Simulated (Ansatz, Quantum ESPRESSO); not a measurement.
# Predicting the next point of a tunnelling series: vacuum gaps between two Au(100) faces

How the rows were computed: Quantum ESPRESSO 7.5 (pw.x, pwcond.x), PBE, JTH PAW; geometry as built. T is the transmission per spin at the Fermi level, averaged over the mesh across the current, in a cell of 8.69 Å². The series steps the width of the vacuum gap.

| width (Å) | T |
| --- | --- |
| 4 | 0.185 |
| 5 | 0.0311 |
| 6 | 0.00412 |

**Question.** What is T at 7 Å?

**Fit.** In the tunnelling regime ln T falls linearly. The last two rows give a slope of ln(0.0311/0.00412)/(6 − 5) = 2.021 per Å, so T(7) ≈ 0.00412 × exp(−2.021 × 1) = 0.000546.

**Check.** T = 0.000499; the estimate is 1.09 times that. The slope over the last interval is 2.111: the same within 8 %. Points of the mesh with over 2.5 times the mean carry 68 % of this T, so the value leans on the mesh. A second code, Ansatz 0.2.0, gives 0.000526.

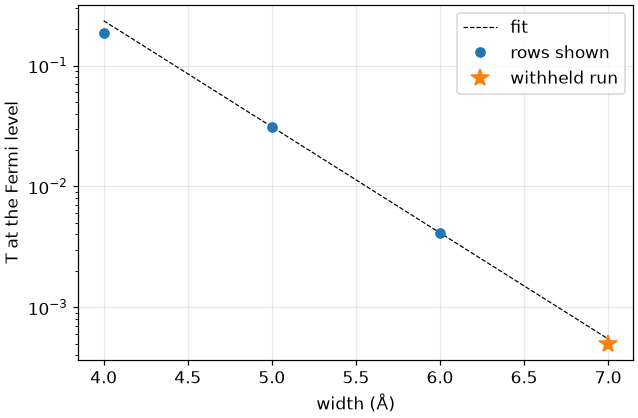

The rows shown, the fit and the withheld run.

**Limits.** Short leads, unrelaxed atoms, a barrier without the image potential and an untested mesh.
